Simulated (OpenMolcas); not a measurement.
## Single-point calculation of CH$_{2}$F$_{2}$ (part 2 of 2)

The same run, continued: CH$_{2}$F$_{2}$; CASPT2/ANO-R1, sfX2C (OpenMolcas 26.06). The geometry comes from this level: PBE0-D4/def2-TZVP.

Geometry of the input (Å):
```
F  -1.0733  0.1912  0.6983
C  0.0101  -0.0169  -0.0823
F  1.0905  -0.1792  0.7132
H  -0.1427  -0.9329  -0.6595
H  0.1653  0.8642  -0.7111
```

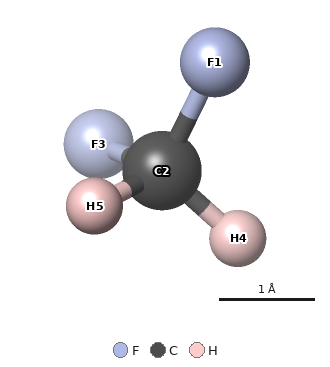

Figure 1. The structure as given in the input (ball-and-stick view, seen at a tilt; atoms are numbered from 1 in the order of the input).

### What the program printed, continued
```
      ************************************************************************************************************************
                                                      Wave function printout:
                       occupation of active orbitals, and spin coupling of open shells (u,d: Spin up or down)
      ************************************************************************************************************************

      Note: transformation to natural orbitals
      has been made, which may change the order of the CSFs.

      printout of CI-coefficients larger than  0.05 for root  1
      energy=    -238.270718
      conf/sym  11111111     Coeff  Weight
             1  22220000  -0.97858 0.95762
            20  22200200   0.06534 0.00427
            29  22udud00  -0.05290 0.00280
            49  u22dud00  -0.05368 0.00288
            76  2ud200ud  -0.08236 0.00678
            93  20220020   0.05557 0.00309

      Natural orbitals and occupation numbers for root  1
      sym 1:   1.983649   1.976192   1.976308   1.977586   0.018970   0.020080   0.020901   0.026315

      ************************************************************************************************************************
      *                                                    Final results                                                     *
      ************************************************************************************************************************

++    Final optimization conditions:
      ------------------------------

      Average CI energy                            -238.27071762
      RASSCF energy for state  1                   -238.27071762
      Super-CI energy                                -0.00000000
      RASSCF energy change                            0.00000000
      Max change in MO coefficients               8.126E-05
      Max non-diagonal density matrix element     6.821E-05
      Maximum BLB matrix element                 -9.414E-06
      (orbital pair   8,  30 in symmetry   1)
      Norm of electronic gradient            2.843E-05
--

      Final state energy(ies):
      ------------------------

::    RASSCF root number  1 Total energy:   -238.27071762
      Von Neumann Entropy (Root   1) =  0.34324

      Mulliken population analysis for root number:  1
      -----------------------------------------------

++    Molecular charges:
      ------------------

      Mulliken charges per centre
      ---------------------------

                F1      C2      F3      H4      H5
      Total    9.2419  5.5571  9.2419  0.9795  0.9795

      N-E     -0.2419  0.4429 -0.2419  0.0205  0.0205

      Total electronic charge=   26.000000

      Total            charge=   -0.000000
--

      Expectation values of various properties for root number:  1
      -----------------------------------------------------------

++    Molecular properties:
      ---------------------

      Charge (e):
                      =   -0.0000
      Dipole Moment (debye):
      Origin of the operator (angstrom)=    0.0091   -0.0008    0.4700
                   X=  3.7292E-03               Y= -5.7553E-02               Z= -1.9785E+00           Total=  1.9793E+00
      Quadrupole Moment (debye*angstrom):
      Origin of the operator (angstrom)=    0.0091   -0.0008    0.4700
                  XX= -1.8646E+01              XY=  6.3286E-01              XZ= -2.5873E-02              YY= -1.5058E+01
                  YZ=  1.0098E-02              ZZ= -1.4756E+01
      In traceless form (debye*angstrom)
                  XX= -3.7398E+00              XY=  9.4929E-01              XZ= -3.8810E-02              YY=  1.6435E+00
                  YZ=  1.5147E-02              ZZ=  2.0964E+00
--

      LoProp population analysis for root number:  1
      -----------------------------------------------

++    LoProp analysis:
      ----------------

++    Static properties:
      ------------------

      LoProp Charges per center

                   F1       C2       F3       H4       H5
      Nuclear      9.0000   6.0000   9.0000   1.0000   1.0000
      Electronic  -9.2639  -5.9704  -9.2639  -0.7509  -0.7509

      Total       -0.2639   0.0296  -0.2639   0.2491   0.2491
--

      Natural Bond Order analysis for root number:  1

++    Natural Bond Order analysis
      ---------------------------
      Based on LoProp computed density
      -------------------------------------------------------------------------------------
      Atom A       Atom B       Bond Order | Atom A       Atom B       Bond Order
        C2           H4             0.787  |   C2           H5             0.788
      -------------------------------------------------------------------------------------
      NBO located      3.150 electrons involved in    2 bonds.
      NBO located      1.000 non-bonded electrons on atom F1
      NBO located      1.001 non-bonded electrons on atom F1
      NBO located      0.982 non-bonded electrons on atom C2
      NBO located      1.000 non-bonded electrons on atom F3
      NBO located      0.997 non-bonded electrons on atom F3
      The remaining    6.201 electrons are to be considered as diffuse
--

--

      Average orbitals are written to the RASORB file
      Natural orbitals for root   1 are written to the RASORB.1 file
      Spin density orbitals for root   1 are written to the SPDORB.1 file

--- Stop Module: rasscf /rc=_RC_ALL_IS_WELL_ ---

--- Start Module: caspt2 ---

                                              &CASPT2

                       available to each process: 1.9 GB of memory, 1 thread

++    Wave function specifications:
      -----------------------------

      Number of closed shell electrons          12
      Number of electrons in active shells       8
      Max number of holes in RAS1 space          0
      Max number of electrons in RAS3 space      0
      Number of inactive orbitals                6
      Number of active orbitals                  8
      Number of secondary orbitals              35
      Spin quantum number                      0.0
      State symmetry                             1
      Number of CSFs                          1764
      Number of CASSCF root(s) available         1
      CASPT2 state passed to geometry opt.       1
      A file JOBMIX will be created
      This is a CASSCF or RASSCF reference function
--

++    Orbital specifications:
      -----------------------

      Symmetry species                           1
                                                 a
      Frozen orbitals                            3
      Inactive orbitals                          6
      Active orbitals                            8
      Secondary orbitals                        35
      Deleted orbitals                           0
      Number of basis functions                 52
--

++    CASPT2 specifications:
      ----------------------

      Type of calculation                        SS-CASPT2
      Fock operator                              state-specific
      IPEA shift                                 0.25
      Real shift                                 0.00
      Imaginary shift                            0.20
      The input orbitals will be transformed to quasi-canonical
--

--------------------------------------------------------------------------------
 Estimated memory requirements:
  POLY3 :                   450746
  RHS:                      320084
  SIGMA :                   370960
  PRPCTL:                        0
 Available workspace:    232475233

++ CASPT2 computation for group   1

********************************************************************************
 Multi-State initialization phase begins for group   1
--------------------------------------------------------------------------------
********************************************************************************
 Compute H0 matrices for state    1
--------------------------------------------------------------------------------
--------------------------------------------------------------------------------
 H0 matrices have been computed.

********************************************************************************
  CASPT2 EQUATION SOLUTION
--------------------------------------------------------------------------------

  Total nr of CASPT2 parameters:
   Before reduction:      179423
   After  reduction:      178885

 Variance of |WF0>:       2.3572996541

 The contributions to the second order correlation energy in atomic units.
-----------------------------------------------------------------------------------------------------------------------------
  IT.      VJTU        VJTI        ATVX        AIVX        VJAI        BVAT        BJAT        BJAI        TOTAL       RNORM
-----------------------------------------------------------------------------------------------------------------------------
   1    -0.004928   -0.001761   -0.021726   -0.074119   -0.018713   -0.041243   -0.077292   -0.190477   -0.430258    0.025734
   2    -0.005217   -0.001874   -0.022349   -0.075725   -0.019069   -0.041719   -0.077717   -0.190845   -0.434514    0.004584
   3    -0.005238   -0.001875   -0.022344   -0.075751   -0.019050   -0.041709   -0.077675   -0.190773   -0.434417    0.001049
   4    -0.005249   -0.001878   -0.022330   -0.075712   -0.019039   -0.041694   -0.077654   -0.190754   -0.434308    0.000206
   5    -0.005249   -0.001878   -0.022329   -0.075712   -0.019039   -0.041693   -0.077657   -0.190755   -0.434311    0.000043
   6    -0.005249   -0.001878   -0.022329   -0.075713   -0.019039   -0.041693   -0.077658   -0.190757   -0.434315    0.000009
   7    -0.005249   -0.001878   -0.022329   -0.075713   -0.019039   -0.041693   -0.077658   -0.190757   -0.434315    0.000002
-----------------------------------------------------------------------------------------------------------------------------

  FINAL CASPT2 RESULT:

      Reference energy:        -238.2707176184
      E2 (Non-variational):      -0.4343150068
      Shift correction:          -0.0008915914
      E2 (Variational):          -0.4352065982
      Total energy:            -238.7059242166
      Residual norm:              0.0000004011
      Reference weight:           0.91477

      Contributions to the CASPT2 correlation energy
      Active & Virtual Only:         -0.0640222299
      One Inactive Excited:          -0.1586192156
      Two Inactive Excited:          -0.2116735613

++ Denominators, etc.
--------------------------------------------------------------------------------------------------------------
 Report on small energy denominators, large coefficients, and large energy contributions.
CASE  SYMM ACTIVE-MIX  NON-ACTIVE INDICES          DENOMINATOR     RHS VALUE       COEFFICIENT     CONTRIBUTION
AIVX     1  Mu1.0018  In1.009 Se1.026               3.11050534      0.08106672     -0.02579970     -0.00209150
--

   (Skipping property calculation,
    use PROP keyword to activate)
--

  Total CASPT2 energies:
::    CASPT2 Root  1     Total energy:   -238.70592422

  A NEW JOBIPH FILE NAMED 'JOBMIX' IS PREPARED.
********************************************************************************
--- Stop Module: caspt2 /rc=_RC_ALL_IS_WELL_ ---

.##################.
.# Happy landing! #.
.##################.

    Timing: Wall=2.74 User=2.38 System=0.35
```

### Summary

| quantity | value |
| --- | --- |
| outcome | converged |
| total energy | −238.705924 hartree |
| CASSCF energy | −238.270718 hartree |
| basis functions | 52 |
| hardware | 1 thread of Intel Xeon (Granite Rapids), 16 GiB of memory available, shared host |
| wall time | 2.9 s |
| peak memory | 0.08 GiB |
